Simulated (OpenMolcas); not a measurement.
How basis sets differ on SiCl2OF (SMILES [O][Si](F)(Cl)Cl)

SiCl2OF has 5 atoms, charge 0, and is taken as a doublet. SMILES: `[O][Si](F)(Cl)Cl`. The shape is that of a PBE0-D4/def2-TZVP optimisation.

Each level gives the dipole moment (D). The values are calculated.

| level | kind | program | value (D) | CPU time |
| --- | --- | --- | --- | --- |
| ROHF/ANO-R0 (sfX2C) | Hartree–Fock | OpenMolcas | 0.98 | 4.4 s |
| UHF/STO-3G | Hartree–Fock | OpenMolcas | 1.47 | 4.7 s |
| UHF/3-21G | Hartree–Fock | OpenMolcas | 0.16 | 6.4 s |
| UHF/cc-pVDZ | Hartree–Fock | OpenMolcas | 0.59 | 16 s |

The values span 0.16 to 1.47 D. Magnitudes only. Sets without polarisation functions give poor dipoles. CPU times are rough (shared hosts, several kinds of processor and program).

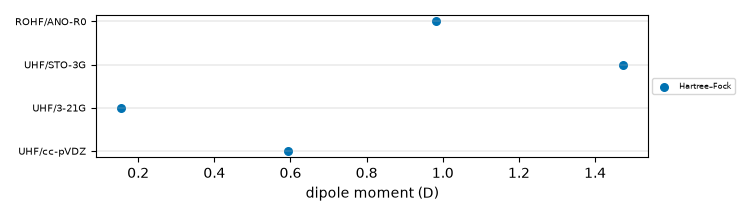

The values of the table, level by level.
